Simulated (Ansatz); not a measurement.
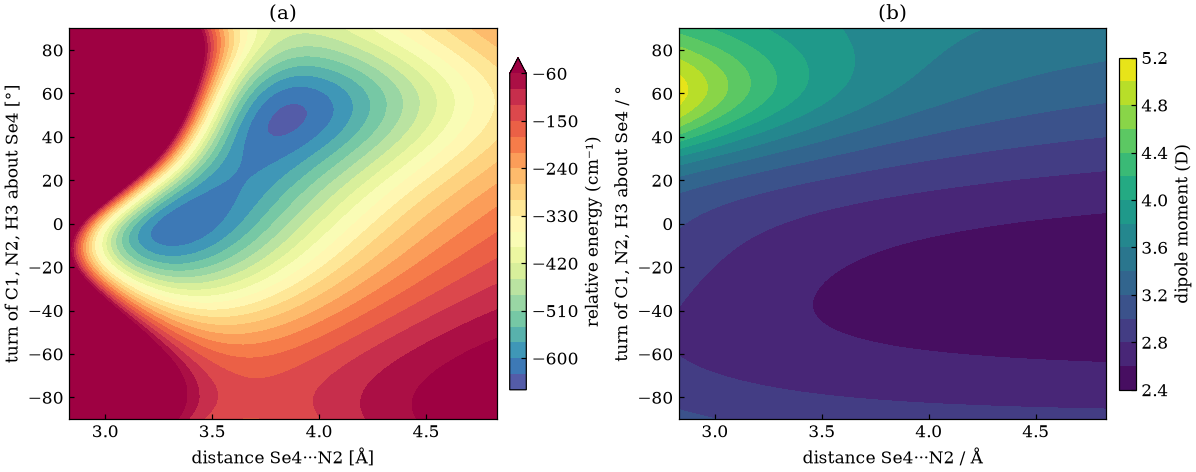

The pair CHN···H₂Se. The turn is about an axis along (−0.92, 0.38, −0.03) in the frame of the relaxed pair, normal to the line between the partners. The first coordinate is: distance Se4···N2; the second: turn of C1, N2, H3 about Se4. The scan uses a 13 × 13 grid. Points are written as (first, second). Energies: cm⁻¹, counted from the two partners far apart, frozen as in the relaxed pair, each in its own basis (no counterpoise correction). Method: RKS B3LYP-D4/def2-TZVPD in Ansatz.

Panel (a) is the energy; panel (b) is the computed dipole moment, in D.

The picture shows filled contours, one colour for all values above the top of the scale. Between grid points the surface is interpolated.

Q: How does the dipole moment vary over the map, and what is it at the lowest grid point?

A: Leaving out the highest fifth of the energies, it runs from 2.45 D at (4.831 Å, −30°) to 4.00 D at (3.418 Å, 75°). At the lowest grid point, (3.771 Å, 45°), it is 3.38 D.
